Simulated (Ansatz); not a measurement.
# Single-point calculation, with input and output: CH5NSi

CH5NSi, SMILES N=C[SiH3], computed with RKS r2SCAN-D4/def2-TZVPP (Ansatz 0.2.0).

The geometry: a frame of the PBE0-D4/def2-SVP trajectory. Figures and captions count atoms from 1; the log counts them from 0 in places.

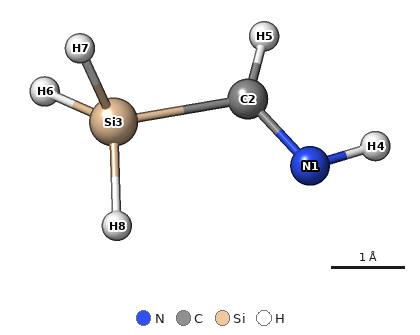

**Figure 1.** The structure as given in the input (ball-and-stick view, seen at a tilt; atoms are numbered from 1 in the order of the input).

## Key numbers

| quantity | value |
| --- | --- |
| outcome | converged |
| total energy | −10483.7421 eV |
| mean-field energy | −10483.7129 eV |
| dispersion energy | −0.0292 eV |
| SCF solution under orbital rotations | stable |
| largest force (length of the vector) | 1.998 eV/Å |
| dipole moment | 1.82 D |
| hardware | 2 threads of Intel Xeon @ 2.50GHz, 180 GiB of memory available, shared host |
| wall time | 6 s (CPU time 10 s) |
| peak memory | 0.19 GiB |

## The input
```yaml
crystal:
  periodic: [false, false, false]
  atoms:
    - {symbol: N, position_ang: [-1.401393, -0.087433, -0.988827]}
    - {symbol: C, position_ang: [-0.343897, 0.504117, -0.515548]}
    - {symbol: Si, position_ang: [0.706632, -0.446753, 0.772505]}
    - {symbol: H, position_ang: [-1.892099, 0.583106, -1.563799]}
    - {symbol: H, position_ang: [-0.095640, 1.562039, -0.668959]}
    - {symbol: H, position_ang: [1.205770, 0.394096, 1.909370]}
    - {symbol: H, position_ang: [2.069362, -0.746264, 0.175388]}
    - {symbol: H, position_ang: [-0.152079, -1.674817, 1.010795]}
basis:
  gaussian: {orbitals: def2-TZVPP}
hamiltonian: {xc: r2scan, dispersion: d4}
output: {forces: true}
```

Command:
```bash
ansatz run in.yaml --threads 2 --pin off --events-out ev --progress --plain --max-ram 3481MiB
```

## Log
```
Functional definition: r2SCAN
  name "r2SCAN"
  cite "Furness, Kaplan, Ning, Perdew & Sun, J. Phys. Chem. Lett. 11, 8208 (2020) doi:10.1021/acs.jpclett.0c02405"
  cite "Furness, Kaplan, Ning, Perdew & Sun, J. Phys. Chem. Lett. 11, 9248 (2020) doi:10.1021/acs.jpclett.0c03077"
  parent r2scan
  parameter k0 = 0.174
  parameter k1 = 0.065
  parameter a1 = 4.9479
  exchange = r2scan_x(k0 = k0, k1 = k1, a1 = a1)
  correlation = r2scan_c
918 factors; their error is unknown
mean field evaluation 1: about -10478.0732 eV, gradient 5.1e1 eV
mean field evaluation 2: about -10465.6161 eV, gradient 8.5e1 eV
mean field evaluation 4: about -10483.5363 eV, gradient 9.4e0 eV
mean field evaluation 8: about -10483.7128 eV, gradient 3.7e-1 eV
mean field evaluation 16: about -10483.7129 eV, gradient 3.3e-5 eV
mean field -10483.71291405 eV, -385.2693434754 hartree, gradient 3.3e-5 eV, S^2 0.000000; 0 other end points of the search recorded, 0 dependent functions left out
the calculation of the forces begins
reference -10483.71292593 eV, -385.2693439120 hartree; 16, 16 occupied and 158, 158 virtual orbitals, 918 factors
Total energy: -10483.74214369 eV, -385.2704176448 hartree
Atom 0 at    -1.401393    -0.087433    -0.988827 Å, force     1.682853     0.769157     0.753457 eV/Å
Atom 1 at    -0.343897     0.504117    -0.515548 Å, force    -0.847183    -0.817547     0.746355 eV/Å
Atom 2 at     0.706632    -0.446753     0.772505 Å, force     0.367878    -0.359129    -0.866108 eV/Å
Atom 3 at    -1.892099     0.583106    -1.563799 Å, force    -0.448867     0.216050    -0.530755 eV/Å
Atom 4 at    -0.095640     1.562039    -0.668959 Å, force    -0.155523     0.075660    -0.453232 eV/Å
Atom 5 at     1.205770     0.394096     1.909370 Å, force    -0.675605    -0.099953     0.073992 eV/Å
Atom 6 at     2.069362    -0.746264     0.175388 Å, force    -0.534189    -0.231238    -0.033210 eV/Å
Atom 7 at    -0.152079    -1.674817     1.010795 Å, force     0.610637     0.446999     0.309501 eV/Å
Dipole moment:     0.077794     0.370106     0.000077 e Å
```

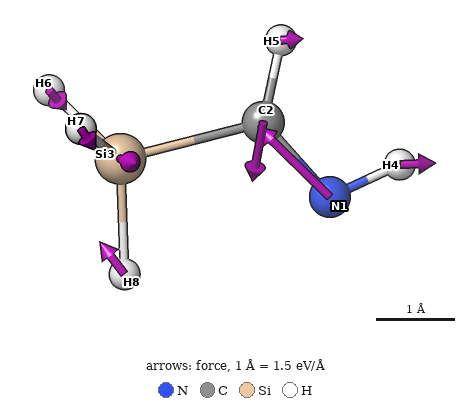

**Figure 2.** Forces on the atoms as pink arrows (ball-and-stick view, seen on its broad side; atoms are numbered from 1 in the order of the input). The largest act on N1 (2.00 eV/Å); C2 (1.39 eV/Å); Si3 (1.01 eV/Å); H8 (0.82 eV/Å), among others. The geometry is not a stationary point of this energy.

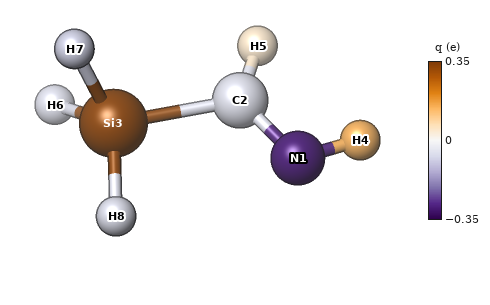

**Figure 3.** Mulliken charges, as the colour of each atom (ball-and-stick view, seen at a tilt; atoms are numbered from 1 in the order of the input). By element: N −0.30, C −0.05, Si +0.34 and H −0.08 to +0.16 e.
